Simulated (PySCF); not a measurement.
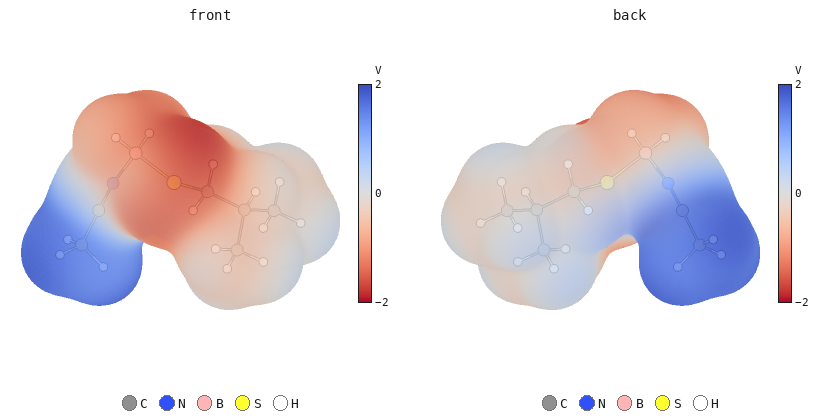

*C$_{6}$H$_{14}$BNS (SMILES CC#[N+][BH2-]SCC(C)C). The electrostatic potential painted on the density surface at 0.001 e/bohr³, seen from the front and from behind; the colour scale runs from red (negative) to blue (positive).*

Geometry: GFN2-xTB.

The calculation used PySCF, PBE0/pcSseg-1, SCF density, gas phase, non-relativistic.

```yaml
atoms:
  - { symbol: C, position_ang: [3.4501, 0.4241, -2.1214] }
  - { symbol: C, position_ang: [2.9802, -0.2788, -0.9708] }
  - { symbol: N, position_ang: [2.5878, -0.8245, -0.0358] }
  - { symbol: B, position_ang: [1.9291, -1.3182, 1.1882] }
  - { symbol: S, position_ang: [0.5930, 0.0278, 1.4835] }
  - { symbol: C, position_ang: [-0.6924, -0.5286, 0.3011] }
  - { symbol: C, position_ang: [-1.9909, 0.2515, 0.4771] }
  - { symbol: C, position_ang: [-1.8032, 1.7134, 0.0841] }
  - { symbol: C, position_ang: [-3.1025, -0.3915, -0.3507] }
  - { symbol: H, position_ang: [3.8612, -0.2782, -2.8471] }
  - { symbol: H, position_ang: [4.2268, 1.1286, -1.8233] }
  - { symbol: H, position_ang: [2.6261, 0.9740, -2.5775] }
  - { symbol: H, position_ang: [1.4428, -2.3735, 0.9556] }
  - { symbol: H, position_ang: [2.7204, -1.2877, 2.0663] }
  - { symbol: H, position_ang: [-0.8584, -1.5913, 0.4842] }
  - { symbol: H, position_ang: [-0.3015, -0.3987, -0.7117] }
  - { symbol: H, position_ang: [-2.2670, 0.2080, 1.5356] }
  - { symbol: H, position_ang: [-0.9897, 2.1479, 0.6592] }
  - { symbol: H, position_ang: [-2.7108, 2.2802, 0.2779] }
  - { symbol: H, position_ang: [-1.5650, 1.7933, -0.9755] }
  - { symbol: H, position_ang: [-4.0368, 0.1480, -0.2119] }
  - { symbol: H, position_ang: [-2.8482, -0.3723, -1.4091] }
  - { symbol: H, position_ang: [-3.2561, -1.4266, -0.0537] }
```

Describe the electrostatic potential map.

Answer. The most negative region (about −1.8 V) lies over S5, the most positive (about +1.7 V) over H10 and H11.
